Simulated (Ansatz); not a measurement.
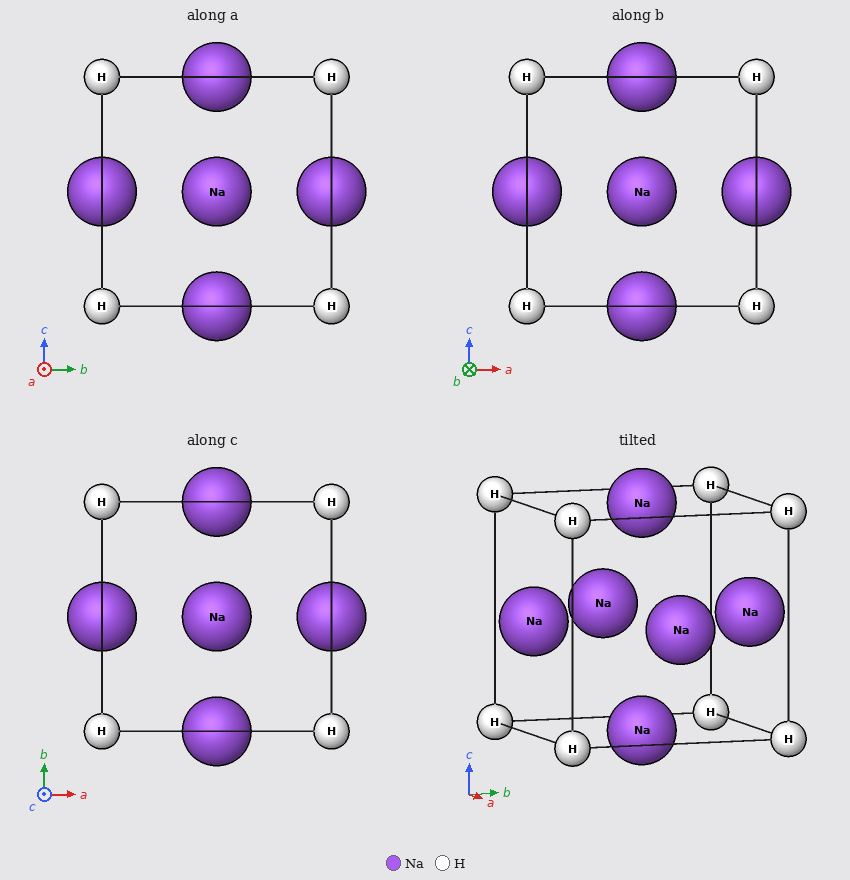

Spheres-only representation of a periodic structure, projected along the a axis, along the b axis, along the c axis and slightly off an axis. Lines trace the edges of the unit cell.

Lattice parameters: a = 4.7211 Å, b = 4.7211 Å, c = 4.7170 Å, α = 90.000°, β = 90.000°, γ = 90.000°.

**From the views, write a CIF in P1 with every atom of the cell.**

```cif
data_structure
_symmetry_space_group_name_H-M 'P 1'
_symmetry_Int_Tables_number 1
_cell_length_a 4.7211
_cell_length_b 4.7211
_cell_length_c 4.7170
_cell_angle_alpha 90.000
_cell_angle_beta 90.000
_cell_angle_gamma 90.000
_cell_volume 105.14
loop_
_atom_site_label
_atom_site_type_symbol
_atom_site_fract_x
_atom_site_fract_y
_atom_site_fract_z
_atom_site_occupancy
Na1 Na 0.0000 0.5000 0.5000 1
H1 H 0.0000 0.0000 0.0000 1
Na2 Na 0.5000 0.0000 0.5000 1
Na3 Na 0.5000 0.5000 0.0000 1
```

The initial geometry was a structure type filled with these elements by a generator (whether the compound takes this form wasn't checked). A relaxation with DFT PBE, scalar-relativistic, plane waves, PAW (Ansatz) gave the geometry drawn.
